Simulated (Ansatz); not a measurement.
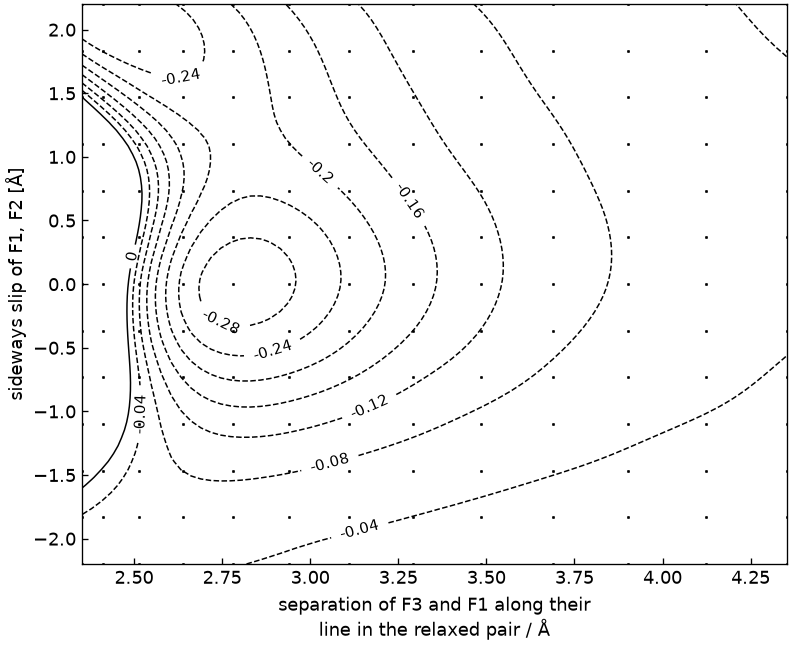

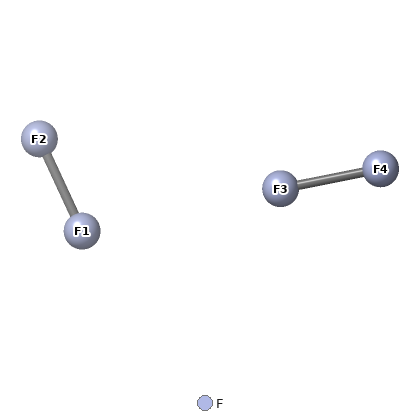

Energy landscape of the pair F₂···F₂. 
- First axis: separation of F3 and F1 along their line in the relaxed pair. Second axis: sideways slip of F1, F2.
- Nothing is relaxed (both partners rigid).
- The scan uses a 13 × 13 grid.
- Points are written as (first, second).
- Energies are in kcal/mol, from the two partners far apart, frozen as in the relaxed pair, each in its own basis (no counterpoise correction).
- The calculation used RKS B3LYP-D4/def2-TZVPD (Ansatz 0.2.0).

In the figure: contour lines labelled in kcal/mol (none above 0), dots at the grid points. Between grid points the surface is interpolated. The second picture is the structure at the lowest point.

### Where are the wells?

The lowest grid point is at (2.781 Å, 0.00 Å), −0.304 kcal/mol from the two partners far apart, frozen as in the relaxed pair, each in its own basis (no counterpoise correction). The energy also falls towards the edge at (2.413 Å, 2.20 Å) (0.035 kcal/mol above the lowest), where a further well may lie outside the range. The highest grid point, (2.352 Å, 0.37 Å), lies 0.917 kcal/mol above the lowest.

Time for the 169 points that were run: 11 min on 1 thread of Arm Neoverse V1 (shared host).
